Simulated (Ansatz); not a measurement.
# BNH3F3 (SMILES [NH3+][B-](F)(F)F) at CAM-B3LYP/cc-pVDZ

Aim: the vertical singlet–triplet gap of BNH3F3 at CAM-B3LYP/cc-pVDZ, from 2 runs. 

The calculation is run with Ansatz 0.2.0.

83 further runs of the same task are left out: 83 set aside as unsound or not needed.

### Step 1. Starting point

The species is BNH3F3 (8 atoms), meant as a singlet with charge 0. SMILES: `[NH3+][B-](F)(F)F`. The coordinates come from a PBE0-D4/def2-TZVP relaxation.

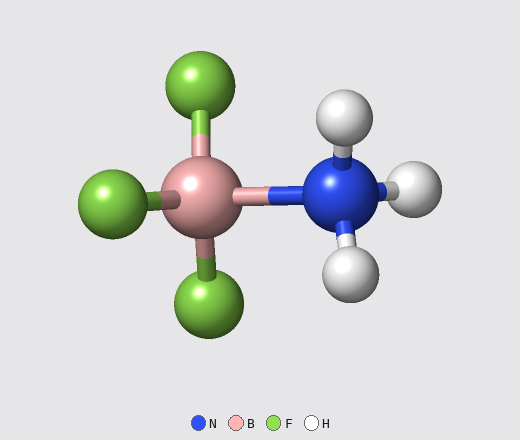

Viewed from a chosen angle; nitrogen blue, boron pink, fluorine green, hydrogen white.

### Step 2. The energy at CAM-B3LYP/cc-pVDZ

job.yaml

```yaml
crystal:
  periodic: [false, false, false]
  atoms:
    - symbol: "N"
      position_ang: [-0.501800, -0.052400, 0.645700]
    - symbol: B
      position_ang: [0.531500, 0.038700, -0.668100]
    - symbol: F
      position_ang: [1.521100, -0.860400, -0.378100]
    - symbol: F
      position_ang: [-0.251400, -0.312100, -1.733900]
    - symbol: F
      position_ang: [0.943600, 1.343300, -0.679400]
    - symbol: H
      position_ang: [-1.280300, 0.587300, 0.522000]
    - symbol: H
      position_ang: [-0.006300, 0.194600, 1.496700]
    - symbol: H
      position_ang: [-0.864300, -0.996100, 0.739300]
basis:
  gaussian:
    orbitals: cc-pVDZ
hamiltonian:
  xc: {name: CAM-B3LYP}
accuracy: high
output: {orbitals: {seedname: orbitals}}
```

On the command line:

```
$ ansatz run job.yaml --threads 1 --pin off --max-ram 3480MiB --events-out events.jsonl --progress --plain --runs-dir runs
```

What it wrote:

```text
Warning: RAYON_NUM_THREADS=1 ignored (pool sized by the plan → 1); use --threads N
Functional definition: CAM-B3LYP
  name "CAM-B3LYP"
  parameter alpha = 0.19
  parameter beta = 0.46
  parameter omega = 0.33/bohr
  parameter ac = 0.81
  exchange = (1 - alpha - beta)*b88_x + beta*b88_x_sr(omega) + alpha*exact_x + beta*exact_x_lr(omega)
  correlation = (1 - ac)*vwn5_c + ac*lyp_c
1941 factors; integrals over basis functions are off by at most 3.2e-9 eV
348 factors; integrals over basis functions are off by at most 1.8e-9 eV
mean field evaluation 1: about -10364.0478 eV, gradient 5.4e1 eV
mean field evaluation 2: about -10364.1989 eV, gradient 5.6e1 eV
mean field evaluation 4: about -10368.8375 eV, gradient 1.5e0 eV
mean field evaluation 8: about -10368.9967 eV, gradient 1.2e-1 eV
mean field evaluation 16: about -10368.9968 eV, gradient 1.0e-5 eV
mean field -10368.99677730 eV, -381.0536032073 hartree, gradient 8.9e-8 eV, S^2 0.000000; 0 other end points of the search recorded, 0 dependent functions left out
reference -10368.99679407 eV, -381.0536038237 hartree; 21, 21 occupied and 64, 64 virtual orbitals, 1941 factors
Total energy: -10368.99679407 eV, -381.0536038237 hartree
```

Run time: 7.8 s. Hardware: 1 thread of Arm Neoverse V1, shared host; peak memory 0.3 GiB.

### Step 3. The triplet at the same level

input.yaml

```yaml
crystal:
  periodic: [false, false, false]
  atoms:
    - symbol: N
      position_ang: [-0.501800, -0.052400, 0.645700]
    - symbol: B
      position_ang: [0.531500, 0.038700, -0.668100]
    - symbol: F
      position_ang: [1.521100, -0.860400, -0.378100]
    - symbol: F
      position_ang: [-0.251400, -0.312100, -1.733900]
    - symbol: F
      position_ang: [0.943600, 1.343300, -0.679400]
    - symbol: H
      position_ang: [-1.280300, 0.587300, 0.522000]
    - symbol: H
      position_ang: [-0.006300, 0.194600, 1.496700]
    - symbol: H
      position_ang: [-0.864300, -0.996100, 0.739300]
basis:
  gaussian:
    orbitals: cc-pVDZ
output: {orbitals: {seedname: orbitals}}
magnetization:
  spin_polarized: true
  initial_magnetization: 2
accuracy: high
hamiltonian:
  xc: {name: CAM-B3LYP}
```

On the command line:

```
$ ansatz run input.yaml --threads 1 --pin off --max-ram 3480MiB --events-out events.jsonl --progress --plain --runs-dir runs
```

What it wrote, cut to the lines that bear on the results:

```text
Warning: RAYON_NUM_THREADS=1 ignored (pool sized by the plan → 1); use --threads N
Functional definition: CAM-B3LYP
  name "CAM-B3LYP"
[...]
1941 factors; integrals over basis functions are off by at most 3.2e-9 eV
348 factors; integrals over basis functions are off by at most 1.8e-9 eV
[...]
mean field -10359.76500899 eV, -380.7143419793 hartree, gradient 8.5e-8 eV, S^2 2.005858; 6 other end points of the search recorded, 0 dependent functions left out
reference -10359.76502711 eV, -380.7143426454 hartree; 22, 20 occupied and 63, 65 virtual orbitals, 1941 factors
Total energy: -10359.76502711 eV, -380.7143426454 hartree
```

Wall time 26 s (1 thread of Arm Neoverse V1, shared host); peak memory 0.43 GiB.

### Step 4. Summary of results

At CAM-B3LYP/cc-pVDZ:

| quantity | value |
| --- | --- |
| singlet: total energy | -381.05360 Eh |
| singlet: HOMO energy | -11.19 eV |
| singlet: LUMO energy | 1.34 eV |
| singlet: HOMO–LUMO gap | 12.54 eV |
| triplet: total energy | -380.71434 Eh |
| triplet: HOMO energy (highest over α and β) | -2.81 eV |
| triplet: ⟨S²⟩ | 2.006 |
| vertical energy of the triplet above the singlet | 9.232 eV |

At this shape the triplet lies 9.23 eV (213 kcal/mol) above the singlet.
